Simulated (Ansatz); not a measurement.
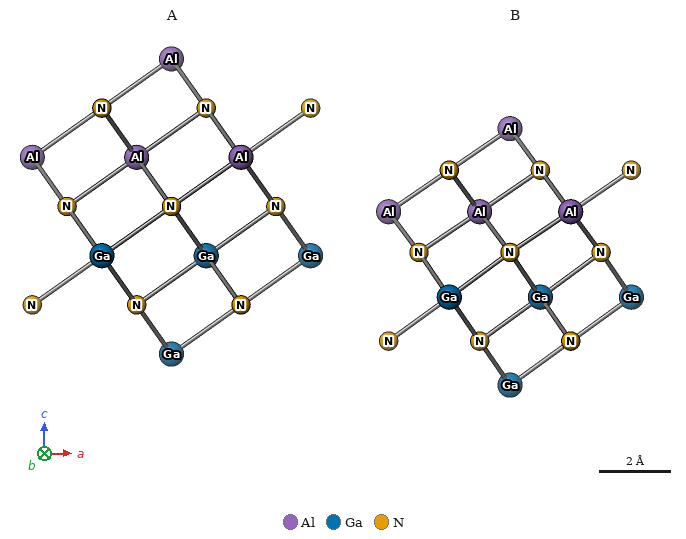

Two geometries of a crystal of Al2Ga3N5 (a generated structure, set up in R-3m) (coarse preliminary run), drawn at one scale. One is the start of a relaxation, the other its converged end. The picture is a ball-and-stick view of the atoms within 5.0 Å of the atom that moves most (axes of the conventional cell (3 times the calculation's cell)), seen along the b axis. Lengths and directions refer to the drawn axes.

These are results of DFT PBE, scalar-relativistic, plane waves, PAW (Ansatz 0.2.0), not measurements. (plane-wave cutoff 420 eV; k-point mesh 6 × 6 × 6; occupations gaussian; smearing width 0.1 eV; no spin polarisation; cell and atoms relaxed; force threshold 0.04 eV/Å; at most 70 steps)

### Which one is relaxed?

Structure B is the relaxed one. Over 7 accepted moves (9 points after the start) the energy falls by 779 meV per atom. The largest force component goes from 0.69 to 0.0006 eV/Å. Pressure: −35.64 GPa at the start and 0.00 GPa at the end. At 2 points the geometry stayed and the basis and grid were re-selected for the new cell (energy shift of 3.2 meV per atom at most each time). The largest moves relative to the cell, 0.11 Å, are those of N atoms. By element the largest moves are N 0.11 Å, Ga 0.06 Å, Al 0.04 Å. Cell: a = b 3.395 → 2.962 Å (−12.8 %), c 41.576 → 36.328 Å (−12.6 %). Volume −33.5 %. Some distances before and after: Al–N 2.400 → 2.059 Å, Ga–N 2.400 → 2.112 Å. Among the angles between lasting bonds that change: Al–N–Ga 180.0° → 177.5°. The space group stays R-3m (No. 166).
